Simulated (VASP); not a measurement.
Band structure of PbS (rock salt). Computed with revTPSS meta-GGA, VASP's PBE PAW potentials (set 64) (plane waves; VASP 6.6.1).

Unless said otherwise, spin-orbit coupling is left out, though it shifts the bands of the heavy elements here.

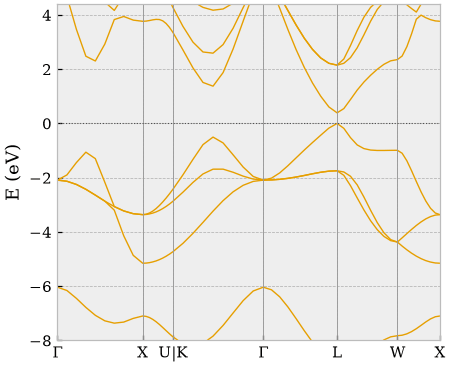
*Bands along high-symmetry lines, zero at the valence-band maximum or, without a gap, the Fermi level*

Read the plot: is there a gap, and where are the band edges?

The gap is direct, 0.39 eV, from the valence maximum at L to the conduction minimum at L.

Measured: gap 0.37 eV (computed value off by +0.02 eV), as given by Wikipedia, List of semiconductor materials.

The compound is PbS in the rock salt structure. It was relaxed first.
